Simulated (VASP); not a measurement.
## MnGa4 with optB86b-vdW: from relaxation to properties

Wanted: the relaxed cell of MnGa4 and its properties. The steps: magnetic order: ferromagnetic, magnetic order: antiferromagnetic, q = (0, 0, 1/2), magnetic order: antiferromagnetic, q = (1/2, 1/2, 1/2), the orders side by side, full relaxation (optB86b-vdW), single point with fields (optB86b-vdW), band structure (optB86b-vdW), density of states (optB86b-vdW), vibrations at Γ (optB86b-vdW), electric field gradients (optB86b-vdW) and total energy, forces and stress (optB86b-vdW), changed input. The start is a computed cell from the Materials Project.

Calculated with VASP 6.6.1; optB86b-vdW, spin-polarised from a ferromagnetic start (one magnetic atom a cell); plane waves and PAW (Mn_pv, Ga_d), in the first sound run; inputs show where later runs differ.

**What experiment says.**

For MnGa4, cubic PtHg4 type (annealed stoichiometric polycrystalline sample, 1.5 K), “Antiferromagnetic ground state in the MnGa4 intermetallic compound” (2018, arxiv:1802.03256) gives, by neutron powder diffraction: moment of Mn (ordered moment per Mn) 0.8 ± 0.03 μB.

## 1. Starting point

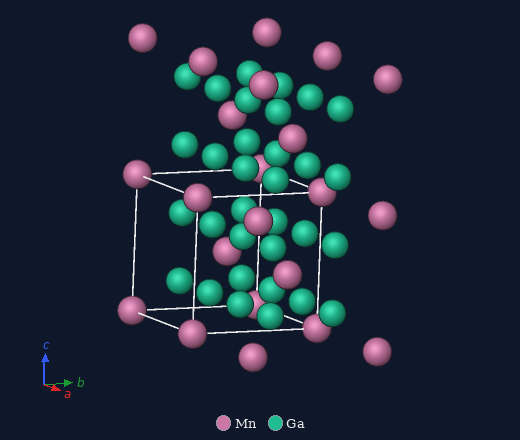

Start, viewed slightly off an axis; manganese pink, gallium teal. 2×1×2 cells are drawn. This picture shows the conventional cell, with its axes. Some periodic images of atoms are drawn too.

As a file:

```cif
data_structure
_symmetry_space_group_name_H-M 'P 1'
_symmetry_Int_Tables_number 1
_cell_length_a 4.8010
_cell_length_b 4.8010
_cell_length_c 4.8010
_cell_angle_alpha 109.471
_cell_angle_beta 109.471
_cell_angle_gamma 109.471
_cell_volume 85.19
loop_
_atom_site_label
_atom_site_type_symbol
_atom_site_fract_x
_atom_site_fract_y
_atom_site_fract_z
_atom_site_occupancy
Mn1 Mn 0.00000 0.00000 0.00000 1
Ga2 Ga 0.00000 0.00000 0.50000 1
Ga3 Ga 0.00000 0.50000 0.00000 1
Ga4 Ga 0.50000 0.00000 0.00000 1
Ga5 Ga 0.50000 0.50000 0.50000 1
```

## 2. Magnetic order: ferromagnetic

The properties of a magnet depend on its order, so a few collinear patterns are compared first on the cell as listed, beginning with all moments parallel. optB86b-vdW pairs nonlocal correlation with a less repulsive exchange of B86b form. LUSE_VDW switches on a nonlocal correlation term for dispersion.

File INCAR:

```
SYSTEM = MnGa4
PREC = Accurate
ENCUT = 400
EDIFF = 1E-06
NELM = 100
ISMEAR = 1
SIGMA = 0.2
LREAL = .FALSE.
ALGO = Normal
GGA = MK
AGGAC = 0
LUSE_VDW = .TRUE.
PARAM1 = 0.1234
PARAM2 = 1
LASPH = .TRUE.
NBANDS = 45
ISPIN = 2
MAGMOM = 4 0 0 0 0
LMAXMIX = 4
LORBIT = 11
LWAVE = .FALSE.
LCHARG = .FALSE.
KPAR = 8
ISIF = 2
```

File POSCAR:

```
MnGa4
1.0
   -2.7718643900      2.7718643900      2.7718643900
    2.7718643900     -2.7718643900      2.7718643900
    2.7718643900      2.7718643900     -2.7718643900
Mn Ga
1 4
Direct
    0.0000000000      0.0000000000      0.0000000000
    0.0000000000      0.0000000000      0.5000000000
    0.0000000000      0.5000000000      0.0000000000
    0.5000000000      0.0000000000      0.0000000000
    0.5000000000      0.5000000000      0.5000000000
```

File KPOINTS:

```
Automatic mesh
0
Gamma
6 6 6
0 0 0
```

PAW data sets: Mn_pv and Ga_d (PBE family, release 64).

Run with:

```
> mpirun -np 8 vasp_std
```

What it wrote:

```text
[banner, memory and clock lines left out]
running    8 mpi-ranks, on    1 nodes
 distrk:  each k-point on    1 cores,    8 groups
 distr:  one band on    1 cores,    1 groups

 POSCAR found type information on POSCAR MnGa
 POSCAR found :  2 types and       5 ions
|                                                                             |
|           W    W    AA    RRRRR   N    N  II  N    N   GGGG   !!!           |
|           W    W   A  A   R    R  NN   N  II  NN   N  G    G  !!!           |
|           W    W  A    A  R    R  N N  N  II  N N  N  G       !!!           |
|           W WW W  AAAAAA  RRRRR   N  N N  II  N  N N  G  GGG   !            |
|           WW  WW  A    A  R   R   N   NN  II  N   NN  G    G                |
|           W    W  A    A  R    R  N    N  II  N    N   GGGG   !!!           |
|                                                                             |
|     For optimal performance we recommend to set                             |
|       NCORE = 2 up to number-of-cores-per-socket                            |
|     NCORE specifies how many cores store one orbital (NPAR=cpu/NCORE).      |
|     This setting can greatly improve the performance of VASP for DFT.       |
|     The default, NCORE=1 might be grossly inefficient on modern             |
|     multi-core architectures or massively parallel machines. Do your        |
|     Unfortunately you need to use the default for GW and RPA                |
|     calculations (for HF NCORE is supported but not extensively tested      |
|     yet).                                                                   |
|                                                                             |

|                                                                             |
|               ----> ADVICE to this user running VASP <----                  |
|                                                                             |
|     You have switched on vdW-DFT.                                           |
|     This routine was written and supplied by Jiri Klimes. We recommend      |
|     that you carefully read and cite the following publications:            |
|       J. Klimes, D.R. Bowler, A. Michelides                                 |
|          J. Phys.: Cond Matt. 22 022201 (2010)                              |
|       J. Klimes, D.R. Bowler, A. Michelides                                 |
|          Phys. Rev. B. 83, 195131 (2011)                                    |
|     and references therein.                                                 |
|                                                                             |

|                                                                             |
|               ----> ADVICE to this user running VASP <----                  |
|                                                                             |
|     You enforced a specific xc type in the INCAR file but a different       |
|     [... a line on the potential file left out ...]
|     I HOPE YOU KNOW WHAT YOU ARE DOING!                                     |
|                                                                             |

 LDA part: xc-table for (Slater+PW92), standard interpolation
 POSCAR, INCAR and KPOINTS ok, starting setup
 FFT: planning ... GRIDC
 FFT: planning ... GRID_SOFT
 FFT: planning ... GRID
 WAVECAR not read
 entering main loop
       N       E                     dE             d eps       ncg     rms          rms(c)
DAV:   1     0.552294227686E+03    0.55229E+03   -0.26423E+04  3221   0.230E+03
DAV:   2     0.714016772166E+02   -0.48089E+03   -0.45527E+03  2928   0.554E+02
DAV:   3    -0.227433327062E+01   -0.73676E+02   -0.71695E+02  3235   0.168E+02
DAV:   4    -0.510849182224E+01   -0.28342E+01   -0.28205E+01  3481   0.371E+01
DAV:   5    -0.517699150191E+01   -0.68500E-01   -0.68481E-01  3813   0.545E+00    0.191E+01
DAV:   6    -0.820966251830E+01   -0.30327E+01   -0.84941E+00  3134   0.235E+01    0.197E+01
DAV:   7    -0.542803733796E+01    0.27816E+01   -0.69212E+00  3171   0.227E+01    0.692E+00
DAV:   8    -0.517969747795E+01    0.24834E+00   -0.92543E-01  2993   0.619E+00    0.315E+00
DAV:   9    -0.516836585757E+01    0.11332E-01   -0.96937E-02  3345   0.176E+00    0.803E-01
DAV:  10    -0.516126369317E+01    0.71022E-02   -0.29678E-02  3367   0.115E+00    0.467E-01
DAV:  11    -0.516229191313E+01   -0.10282E-02   -0.50508E-03  3135   0.555E-01    0.173E-01
DAV:  12    -0.516239793526E+01   -0.10602E-03   -0.35997E-04  3557   0.111E-01    0.624E-02
DAV:  13    -0.516243739961E+01   -0.39464E-04   -0.63696E-05  3392   0.500E-02    0.182E-02
DAV:  14    -0.516244174690E+01   -0.43473E-05   -0.87270E-06  3010   0.192E-02    0.908E-03
DAV:  15    -0.516244325481E+01   -0.15079E-05   -0.23962E-06  2536   0.939E-03    0.335E-03
DAV:  16    -0.516244322510E+01    0.29706E-07   -0.32917E-07  1826   0.339E-03
   1 F= -.51624432E+01 E0= -.51654024E+01  d E =0.887756E-02  mag=     0.4379
```

Elapsed: 35 s, on 8 MPI ranks of AMD EPYC 9R45, shared host; peak memory 3.5 GiB.

The logs omit lines about the potential files and the build; timing stands in the text.

Parts of OUTCAR (step 2):

```text
ion  position               nearest neighbor table
   1  0.000  0.000  0.000-   2 2.40   3 2.40   4 2.40   5 2.40   2 2.40   3 2.40   4 2.40   5 2.40

  LATTYP: Found a body centered cubic cell.
 ALAT       =     5.5437287800

 Subroutine GETGRP returns: Found 48 space group operations
 (whereof 48 operations were pure point group operations)

The static configuration has the point symmetry O_h .

 Found     16 irreducible k-points:

   k-points           NKPTS =     16   k-points in BZ     NKDIM =     16   number of bands    NBANDS=     45

   dimension x,y,z NGX =    32 NGY =   32 NGZ =   32
   dimension x,y,z NGXF=    64 NGYF=   64 NGZF=   64

   ENCUT  =  400.0 eV  29.40 Ry    5.42 a.u.   7.83  7.83  7.83*2*pi/ulx,y,z

   NELECT =      65.0000    total number of electrons

 k-points in reciprocal lattice and weights: Automatic mesh
   0.00000000  0.00000000  0.00000000       0.005
   0.16666667  0.00000000  0.00000000       0.056
   0.33333333  0.00000000  0.00000000       0.056
   0.50000000  0.00000000  0.00000000       0.028
   0.16666667  0.16666667  0.00000000       0.111
   0.33333333  0.16666667  0.00000000       0.222
   0.33333333  0.33333333  0.00000000       0.037
   0.16666667  0.16666667  0.16666667       0.037
   0.33333333  0.16666667  0.16666667       0.056
[...]
0.50000000  0.50000000  0.33333333       0.056
   0.50000000  0.50000000  0.50000000       0.005

 average (electrostatic) potential at core
       1 -68.3762       2 -64.2269       3 -64.2269       4 -64.2269       5 -64.2269

 E-fermi :   6.2126

 spin component 1
 k-point     1 :       0.0000    0.0000    0.0000
  band No.  band energies     occupation
    ...
     31       4.7732      1.00000
     32       4.7733      1.00000
     33       5.0520      1.00000
     34       5.0520      1.00000
     35       5.0520      1.00000
     36       7.5297     -0.00000
     37       7.5297     -0.00000
     38       7.5297     -0.00000
     39       9.8772     -0.00000
     40      10.5781      0.00000
    ...

 k-point     2 :       0.1667    0.0000    0.0000
  band No.  band energies     occupation
    ...
     31       4.2923      1.00000
     32       4.4641      1.00000
     33       5.5362      1.00001
     34       5.7294      1.00167
     35       5.7906      1.00551
     36       7.8030     -0.00000
     37       8.0364     -0.00000
     38       8.1914     -0.00000
     39      10.7558      0.00000
     40      11.1052      0.00000
    ...

 k-point     3 :       0.3333    0.0000    0.0000
  band No.  band energies     occupation
    ...
     28       2.9966      1.00000
     29       3.9737      1.00000
     30       4.1589      1.00000
     31       4.2490      1.00000
     32       4.3786      1.00000
     33       6.3381      0.06792
     34       6.4399     -0.03411
     35       6.4536     -0.03540
     36       8.4547     -0.00000
     37       9.1540     -0.00000
    ...

 k-point     4 :       0.5000    0.0000    0.0000
  band No.  band energies     occupation
    ...
     28       2.7347      1.00000
     29       3.8308      1.00000
     30       4.1008      1.00000
     31       4.2982      1.00000
     32       4.3736      1.00000
     33       6.5225     -0.02539
     34       6.6042     -0.00914
     35       7.2803     -0.00000
     36       8.7173     -0.00000
     37       8.8479     -0.00000
    ...

 k-point     5 :       0.1667    0.1667    0.0000
  band No.  band energies     occupation
    ...
     29       3.8989      1.00000
     30       4.2179      1.00000
     31       4.2234      1.00000
     32       4.5854      1.00000
     33       5.8868      1.02174
     34       6.4351     -0.03320
     35       6.5528     -0.01851
     36       8.0961     -0.00000
     37       8.7697     -0.00000
     38       9.0459     -0.00000
    ...

 k-point     6 :       0.3333    0.1667    0.0000
  band No.  band energies     occupation
    ...
     28       3.3941      1.00000
     29       3.9778      1.00000
     30       4.1309      1.00000
     31       4.2247      1.00000
     32       4.4810      1.00000
     33       6.4221     -0.02937
     34       6.8762     -0.00001
     35       7.2032     -0.00000
     36       8.0859     -0.00000
     37       9.4827     -0.00000
    ...

Total vdW correction in eV:     12.6938323

  Total       -0.2487316     -0.2487316     -0.2487316      0.0000000      0.0000000      0.0000000
  in kB       -4.6780590     -4.6780590     -4.6780590      0.0000000      0.0000000      0.0000000
  external PRESSURE =      -4.6780590 kB  Pullay stress =       0.0000000 kB

  energy-cutoff  :      400.00
  volume of cell :       85.19
      direct lattice vectors                 reciprocal lattice vectors
    -2.771864390  2.771864390  2.771864390     0.000000000  0.180384005  0.180384005
     2.771864390 -2.771864390  2.771864390     0.180384005  0.000000000  0.180384005
     2.771864390  2.771864390 -2.771864390     0.180384005  0.180384005  0.000000000

 POSITION                                       TOTAL-FORCE (eV/Angst)
 -----------------------------------------------------------------------------------
      0.00000      0.00000      0.00000         0.000000      0.000000      0.000000
      1.38593      1.38593     -1.38593         0.000000     -0.000000     -0.000000
      1.38593     -1.38593      1.38593         0.000000      0.000000      0.000000
     -1.38593      1.38593      1.38593        -0.000000     -0.000000     -0.000000
      1.38593      1.38593      1.38593        -0.000000      0.000000      0.000000
 -----------------------------------------------------------------------------------
    total drift:                               -0.000000     -0.000000      0.000000

  FREE ENERGIE OF THE ION-ELECTRON SYSTEM (eV)
  ---------------------------------------------------
  free  energy   TOTEN  =        -5.1624432251 eV

  energy  without entropy=       -5.1713207891  energy(sigma->0) =       -5.16540241

Total vdW correction in eV:     12.6938056

 total charge
# of ion       s       p       d       tot
------------------------------------------
    1        0.333   6.358   5.340  12.032
    2        0.959   0.763   9.973  11.695
    3        0.959   0.763   9.973  11.695
    4        0.959   0.763   9.973  11.695
    5        0.959   0.763   9.973  11.695
--------------------------------------------------
tot          4.169   9.408  45.233  58.810

 magnetization (x)
# of ion       s       p       d       tot
------------------------------------------
    1        0.001  -0.000   0.536   0.537
    2       -0.006  -0.013  -0.001  -0.021
    3       -0.006  -0.013  -0.001  -0.021
    4       -0.006  -0.013  -0.001  -0.021
    5       -0.006  -0.013  -0.001  -0.021
--------------------------------------------------
tot         -0.023  -0.052   0.530   0.454

[... 6 further parts left out ...]
```

The k-mesh is coarse for a metal. The PAW data sets were made with PBE, which is usual practice but a small mismatch for other functionals.

Numbers from this step:

```
SCF cycles                                        : 16
electrons                                         : 65
bands                                             : 45
irreducible k-points                              : 16
symmetry operations                               : 48
free energy (TOTEN)                               : -5.162 eV
energy at zero smearing                           : -5.165 eV
Fermi energy                                      : 6.213 eV
pressure                                          : -0.4678 GPa
moment of the cell, from the last line of the log : 0.4379 μB
metallic                                          : yes
```

Spin moment in the PAW sphere by atom:

```csv
atom,spin moment in the PAW sphere (μB)
Mn1,0.537
Ga2,-0.021
Ga3,-0.021
Ga4,-0.021
Ga5,-0.021
```

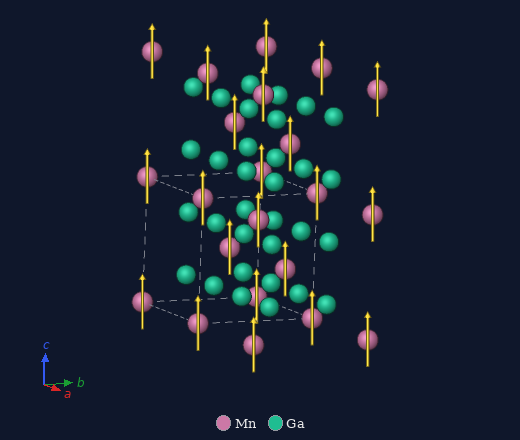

Spin moment in the PAW sphere as arrows, the longest 0.537 μB. Up and down stand for the sign. Arrows give size and sign along the axis of quantisation, drawn up and down the page. 2×1×2 conventional cells are drawn. Some periodic images of atoms are drawn too.

The run ends ferromagnetic with a largest moment of 0.54 μB, and the mesh shows no gap.

(Continued in part 2 of 8.)

[Lines on the potential files, build, host, timing and source positions are cut from VASP's logs without a mark.]

[Logs are printed without paths, hosts, clocks, repeated set-up lines and the standing remarks that a program may print on its own settings, such as how far it seeks lower states.]

[Hosts, paths, dates, database ids (printed as entryN), source tags and the programs' standing remarks are cut or masked in the printed files.]

[A measured line is paired with the nearest computed mode of its activity, which favours agreement.]
